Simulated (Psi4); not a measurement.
# HSE06/cc-pVDZ run of CH7AlSi (SMILES [CH3][AlH][SiH3])

What is the vertical singlet–triplet gap of CH7AlSi at HSE06/cc-pVDZ? 

Program for the calculation: Psi4 1.11.

2 further runs of the same task are left out: 2 set aside as unsound or not needed. Runs told in other sessions of the task aren't counted.

## (1) The structure to begin with

CH7AlSi: 10 atoms, total charge 0, spin state singlet. SMILES: `[CH3][AlH][SiH3]`. Geometry: relaxed at PBE0-D4/def2-TZVP.

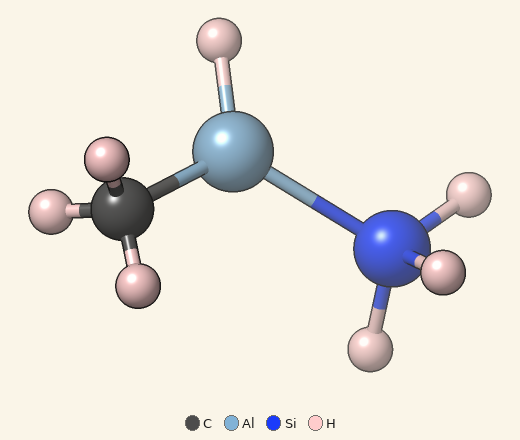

The structure, seen from a chosen angle (carbon dark grey, aluminium light blue, silicon blue, hydrogen pink).

## (2) A single-point energy at HSE06/cc-pVDZ

job.py

```python
import psi4

psi4.set_memory(2200000000)
psi4.set_num_threads(1)
psi4.core.set_output_file('psi4.out', False)

mol = psi4.geometry("""
0 1
C     -1.428400     0.967200    -0.792400
Al     0.409100     0.309500    -0.720900
Si     1.161700    -1.107300     1.145400
H     -1.909200     0.659300    -1.727500
H     -2.050600     0.624100     0.036600
H     -1.438000     2.063000    -0.790400
H      1.416900     0.709200    -1.887700
H      0.334900    -2.347600     1.241000
H      1.000200    -0.395000     2.448500
H      2.586600    -1.533600     1.050400
units angstrom
symmetry c1
no_reorient
no_com
""")

psi4.set_options({
    'basis': 'cc-pVDZ',
    'puream': True,
    'e_convergence': 1e-09,
    'd_convergence': 1e-08,
    'scf_type': 'pk',
    'dft_radial_points': 99,
    'dft_spherical_points': 590,
})

e, wfn = psi4.energy("hse06", return_wfn=True)
psi4.oeprop(wfn, "DIPOLE", "WIBERG_LOWDIN_INDICES", "MULLIKEN_CHARGES")
print(f'hse06 energy: {e:.10f} Eh')
for k, v in sorted(psi4.core.scalar_variables().items()):
    print(f'{k:45s} {v:18.10f}')
```

Started as:

```console
$ python job.py
```

psi4.out:

```text
[...]
  Running in c1 symmetry.
[...]
  Nuclear repulsion =  127.815678252016312
[...]
  Multiplicity = 1
[...]
  Nalpha       = 20
  Nbeta        = 20
[...]
    Number of basis functions: 85
[...]
   @RKS iter   1:  -573.67557596438121   -4.03113e-01   8.24759e-03 ADIIS/DIIS
[...]
   @RKS iter  10:  -573.95502165822438    3.12639e-11   8.28777e-09 DIIS
[...]
    Orbital Energies [Eh]
    ---------------------
    Doubly Occupied:
       1A    -66.233301     2A    -56.156169     3A    -10.196077
       4A     -5.300366     5A     -4.166331     6A     -3.633864
       7A     -3.633742     8A     -3.632969     9A     -2.701071
      10A     -2.693499    11A     -2.692655    12A     -0.686186
      13A     -0.527513    14A     -0.395806    15A     -0.391468
      16A     -0.385671    17A     -0.334595    18A     -0.334526
      19A     -0.284160    20A     -0.253734
[...]
  @RKS Final Energy:  -573.95502165822438
   => Energetics <=
    Nuclear Repulsion Energy =            127.8156782520163119
    One-Electron Energy =               -1048.2181808145642208
    Two-Electron Energy =                 382.8518519282224588
    DFT Exchange-Correlation Energy =     -36.4043710238988396
    Empirical Dispersion Energy =           0.0000000000000000
    VV10 Nonlocal Energy =                  0.0000000000000000
    Total Energy =                       -573.9550216582242683
[...]
 Multipole Moments:
 ------------------------------------------------------------------------------------
     Multipole            Electronic (a.u.)      Nuclear  (a.u.)        Total (a.u.)
 ------------------------------------------------------------------------------------
 L = 1.  Multiply by 2.5417464519 to convert [e a0] to [Debye]
 Dipole X            :        -24.8214851           24.4766776           -0.3448074
 Dipole Y            :         11.3652974          -11.1420142            0.2232832
 Dipole Z            :         -4.4863149            4.3093315           -0.1769835
 Magnitude           :                                                    0.4472926
[...]
  Mulliken Charges: (a.u.)
   Center  Symbol    Alpha    Beta     Spin     Total
       1     C     3.15379  3.15379  0.00000 -0.30758
       2    AL     6.31194  6.31194  0.00000  0.37612
       3    SI     7.02071  7.02071  0.00000 -0.04142
       4     H     0.46780  0.46780  0.00000  0.06439
       5     H     0.46880  0.46880  0.00000  0.06240
       6     H     0.46776  0.46776  0.00000  0.06448
       7     H     0.55370  0.55370  0.00000 -0.10739
       8     H     0.51892  0.51892  0.00000 -0.03784
       9     H     0.51894  0.51894  0.00000 -0.03789
      10     H     0.51764  0.51764  0.00000 -0.03527
[...]
```

The script printed:

```text
hse06 energy: -573.9550216582 Eh
CURRENT ENERGY                                   -573.9550216582
CURRENT REFERENCE ENERGY                         -573.9550216582
DD SOLVATION ENERGY                                 0.0000000000
DFT FUNCTIONAL TOTAL ENERGY                      -573.9550216582
DFT TOTAL ENERGY                                 -573.9550216582
DFT VV10 ENERGY                                     0.0000000000
DFT XC ENERGY                                     -36.4043710239
GRID ELECTRONS ALPHA                               19.9999997179
GRID ELECTRONS BETA                                19.9999997179
GRID ELECTRONS TOTAL                               39.9999994357
NUCLEAR REPULSION ENERGY                          127.8156782520
ONE-ELECTRON ENERGY                             -1048.2181808146
PCM POLARIZATION ENERGY                             0.0000000000
PE ENERGY                                           0.0000000000
SCF ITERATION ENERGY                             -573.9550216582
SCF ITERATIONS                                     10.0000000000
SCF TOTAL ENERGY                                 -573.9550216582
TWO-ELECTRON ENERGY                               382.8518519282
XC GRID RADIAL POINTS                              99.0000000000
XC GRID SPHERICAL POINTS                          590.0000000000
XC GRID TOTAL POINTS                           555281.0000000000
```

It took 34 s on 1 thread of Intel Xeon 6975P-C (Granite Rapids), shared host; peak memory 1.6 GiB.

## (3) The triplet: energy and gradient at UHSE06/cc-pVDZ

job.dat

```
memory 2200 mb

molecule {
  0 3
  C     -2.69928480     1.82774311    -1.49741898
  Al     0.77308696     0.58487024    -1.36230356
  Si     2.19529484    -2.09249374     2.16449230
  H     -3.60786512     1.24589643    -3.26450188
  H     -3.87507239     1.17937807     0.06916398
  H     -2.71742617     3.89850500    -1.49363953
  H      2.67755295     1.34019377    -3.56723601
  H      0.63286928    -4.43632105     2.34515012
  H      1.89010407    -0.74644182     4.62699442
  H      4.88796559    -2.89808398     1.98496832
  units au
  symmetry c1
  no_reorient
  no_com
}

set reference uks
set puream true
set e_convergence 1e-09
set d_convergence 1e-08
set scf_type pk
set dft_radial_points 99
set dft_spherical_points 590
set maxiter 100

e_tot, wfn = gradient('hse06/cc-pVDZ', return_wfn=True)
oeprop(wfn, 'WIBERG_LOWDIN_INDICES', 'QUADRUPOLE', 'MAYER_INDICES')
```

Started as:

```console
$ psi4 job.dat job.out -n 1
```

job.out (excerpt; [...] marks lines left out):

```text
[...]
  Running in c1 symmetry.
[...]
  Nuclear repulsion =  127.815678262455862
[...]
  Multiplicity = 3
[...]
  Nalpha       = 21
  Nbeta        = 19
[...]
    Number of basis functions: 85
[...]
   @UKS iter   1:  -573.54000258553367   -2.67540e-01   8.23286e-03 DIIS/ADIIS
[...]
   @UKS iter  15:  -573.82092244661226   -1.59162e-12   8.97747e-09 DIIS
[...]
   @S^2 Observed:                2.003321817E+00
[...]
  @UKS Final Energy:  -573.82092244661226
   => Energetics <=
    Nuclear Repulsion Energy =            127.8156782624558616
    One-Electron Energy =               -1047.2610801623550287
    Two-Electron Energy =                 381.9854074562277901
    DFT Exchange-Correlation Energy =     -36.3609280029409589
    Empirical Dispersion Energy =           0.0000000000000000
    VV10 Nonlocal Energy =                  0.0000000000000000
    Total Energy =                       -573.8209224466122578
  UHF NO Occupations:
  HONO-2 :   19  A 1.9990131
  HONO-1 :   20  A 1.0000000
[...]
  -Total Gradient:
     Atom            X                  Y                   Z
    ------   -----------------  -----------------  -----------------
       1        0.013229449932    -0.000237117212    -0.007973469553
       2       -0.002293188770    -0.014091729219     0.024514484795
       3       -0.006800661749     0.013892664279    -0.018870758362
       4       -0.001083822280     0.006631264562     0.004349855611
       5        0.005467542352     0.000780288146    -0.003765305845
       6       -0.004561593426    -0.005036708288    -0.003344687187
       7       -0.009951479441     0.005311500219    -0.003301051688
       8        0.006120667265     0.002715910734     0.002514931137
       9        0.003155371892    -0.005629101712    -0.002901317543
      10       -0.003292093437    -0.004335666212     0.008780588156
[...]
 Multipole Moments:
[...]
```

Wall time 81 s (1 thread of Intel Xeon 6975P-C (Granite Rapids), shared host); peak memory 1.6 GiB.

## (4) Outcome

Level: HSE06/cc-pVDZ.

```
                                        quantity          value
                           singlet: total energy  -573.95502 Eh
                          singlet: dipole moment         1.14 D
                            singlet: HOMO energy       -6.90 eV
                            singlet: LUMO energy       -2.07 eV
                          singlet: HOMO–LUMO gap        4.84 eV
                           triplet: total energy  -573.82092 Eh
                          triplet: dipole moment         1.80 D
     triplet: HOMO energy (highest over α and β)       -3.47 eV
                                   triplet: ⟨S²⟩          2.003
               triplet: largest force on an atom     1.459 eV/Å
vertical energy of the triplet above the singlet       3.649 eV
```

At this shape the triplet lies 3.65 eV (84 kcal/mol) above the singlet. With no_com the log's rotational constants are taken about the origin, not the centre of mass, so they aren't the molecule's.
